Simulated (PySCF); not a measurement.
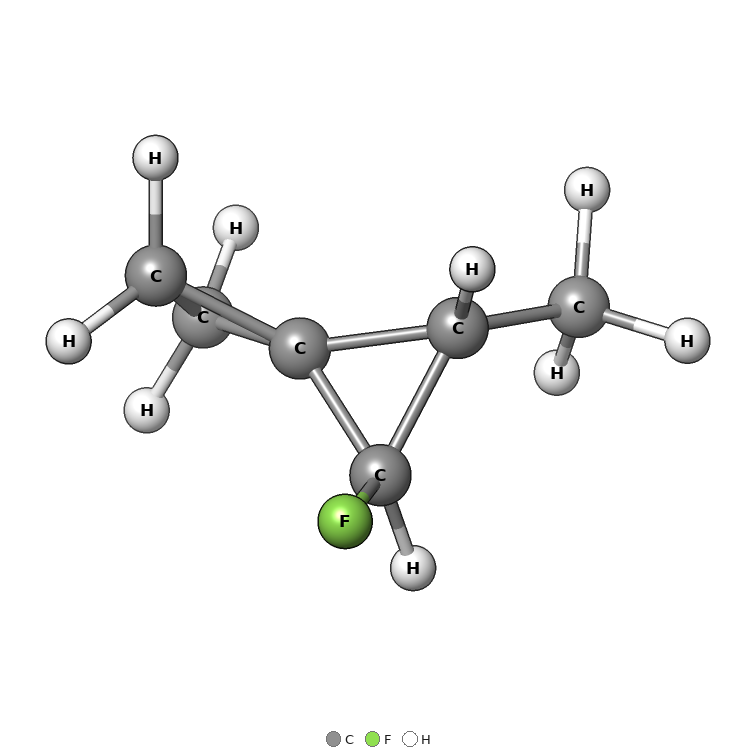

Ball-and-stick drawing of a structure. Every bond is drawn as one stick, whatever its order.

The geometry was computed by an optimisation with PBE0-D3(BJ)/def2-SVP. No frequency run is at hand to confirm it as a minimum.

**What is the molecular formula?**

C6H9F, 16 atoms: 6 carbon, 9 hydrogen and 1 fluorine.

**Does it have rings?**

Independent rings (smallest set): 2 of 3 members.

More results for the same structure follow; atom numbers are the same in all pictures, views and colours differ.

Symmetry

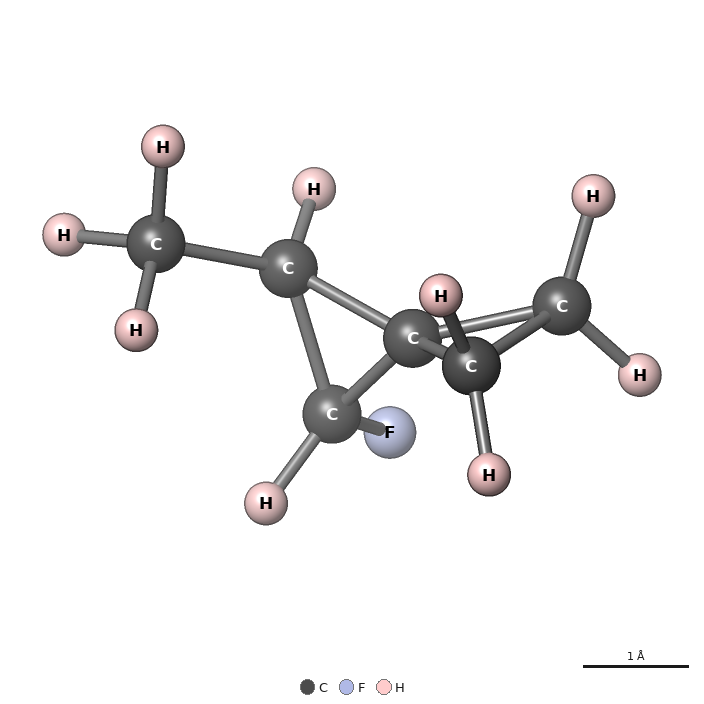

Atoms fade into the background with distance from the viewer. No frequency run is at hand to confirm it as a minimum. Masses are those of the most abundant isotopes; constants are for the rigid equilibrium geometry.

**What kind of rotor is it, and what are its rotational constants in GHz?**

An asymmetric top (C1): A = 3.02, B = 2.71, C = 1.66 GHz. Ray's parameter κ is 0.54, nearer the oblate limit.

Excitation

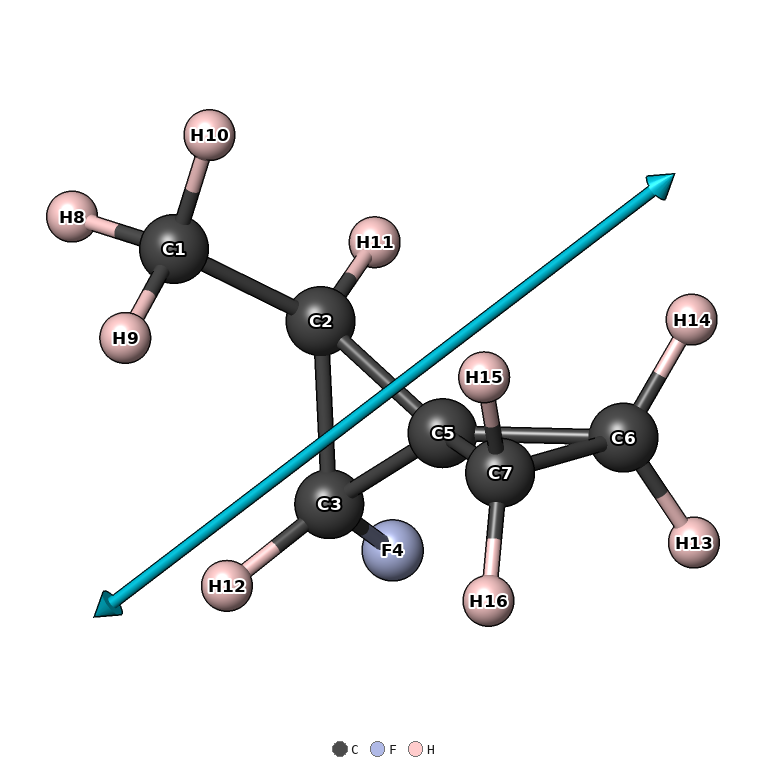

The double arrow shows the direction of the transition dipole to excited singlet state 5 (its length means nothing). No frequency run is at hand to confirm it as a minimum. Method: TDDFT ωB97X-D/def2-SVPD, vertical, gas phase, core orbitals frozen in the response (PySCF 2.14.0).

**Give its energy, strength and character.**

8.47 eV (146 nm), oscillator strength 0.023, mainly HOMO−1 → LUMO (weight 0.85); transition dipole 0.84 D.

NMR shielding

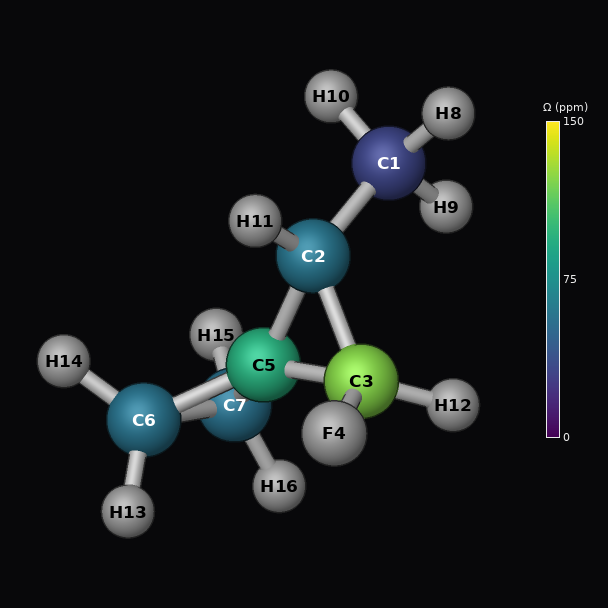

The C atoms are coloured by the span of their shielding tensor. No frequency run is at hand to confirm it as a minimum. Level of theory: GIAO PBE0/pcSseg-1 NMR shielding, non-relativistic, gas phase (PySCF 2.14.0). Principal shieldings σ11 ≤ σ22 ≤ σ33, span Ω = σ33 − σ11, skew κ = 3(σiso − σ22)/Ω.

**Which C atom has the most anisotropic shielding?**

C3, with a span of 123 ppm.

Give the shielding tensors of the C atoms.

| atom | σ11 | σ22 | σ33 | σiso | Ω | κ |
| --- | --- | --- | --- | --- | --- | --- |
| C1 | 157.0 | 163.5 | 188.7 | 169.7 | 31.7 | 0.59 |
| C2 | 139.7 | 151.7 | 198.7 | 163.4 | 59.0 | 0.59 |
| C3 | 56.5 | 77.1 | 179.3 | 104.3 | 122.8 | 0.66 |
| C5 | 108.0 | 186.1 | 203.5 | 165.9 | 95.4 | −0.64 |
| C6 | 150.7 | 172.0 | 208.5 | 177.1 | 57.8 | 0.26 |
| C7 | 151.5 | 171.9 | 207.9 | 177.1 | 56.4 | 0.28 |

Shieldings and span in ppm.

Spin–spin coupling

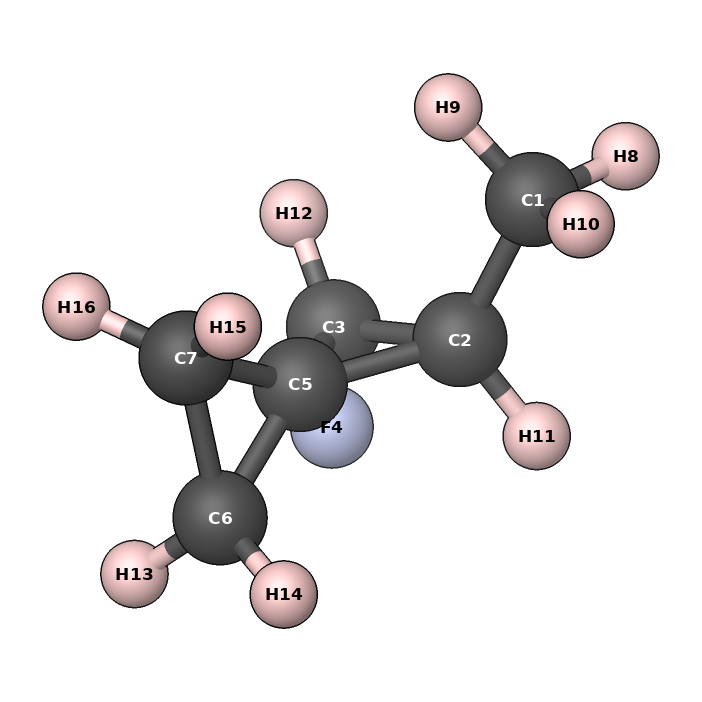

No frequency run is at hand to confirm it as a minimum. Properties computed with B3LYP/pcJ-1 indirect spin-spin coupling, non-relativistic, gas phase (PySCF 2.14.0). Isotopes: 13C, 19F, 1H.

Give the spin–spin coupling constants of these pairs, with the number of bonds between them: C3/F4, C2/F4, F4/H12, F4/C5, C1/F4, F4/C7, F4/C6, F4/H11.

```csv
pair,bonds apart,J (Hz)
"C3, F4",1,−296.2
"C2, F4",2,8.0
"F4, H12",2,74.0
"F4, C5",2,9.3
"C1, F4",3,−2.6
"F4, C7",3,0.8
"F4, C6",3,4.5
"F4, H11",3,16.3
```

Density functionals are unreliable for couplings to fluorine, so those rows may be far off.
